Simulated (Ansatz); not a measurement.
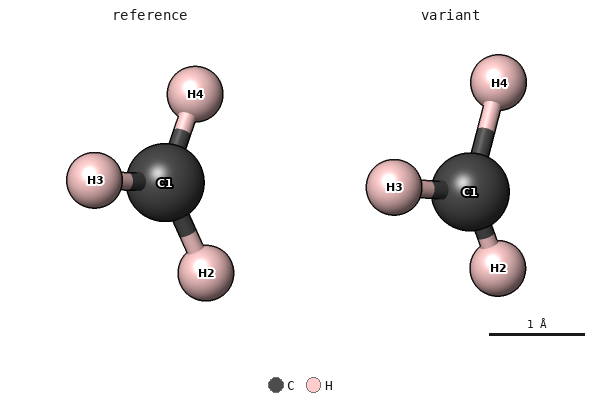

Left: CH₃ (charge +1). Right: the same structure after one change, at the same scale. A ball-and-stick model, seen from a free direction.

Computed with RKS PBE0-D4/def2-TZVPP (Ansatz 0.2.0). 

Question: Which change leads from the left to the right?

Answer: All atoms are moved at random (σ = 0.09 Å) from the PBE0-D4/def2-TZVP minimum.

Question: What does the change do?

Answer: Energy change: +151.6 kJ/mol. The largest force is 14 eV/Å, on C1. The forces mostly point back along the displacements (cosine −0.73). At other levels of theory the same distortion costs 148.4 kJ/mol (RKS PBE-D4/def2-TZVPP), 150.4 kJ/mol (RKS r2SCAN-D4/def2-TZVPP), 149.9 kJ/mol (RKS wB97M-V/def2-TZVPP), 151.1 kJ/mol (RHF-CCSD(T), frozen core/def2-TZVPP). Some distances before and after: C1–H4 1.093 → 1.336 Å, C1–H2 1.093 → 0.909 Å. Bond angles that change, for instance: H3–C1–H4 120.0° → 115.8°, H2–C1–H4 120.0° → 122.5°.
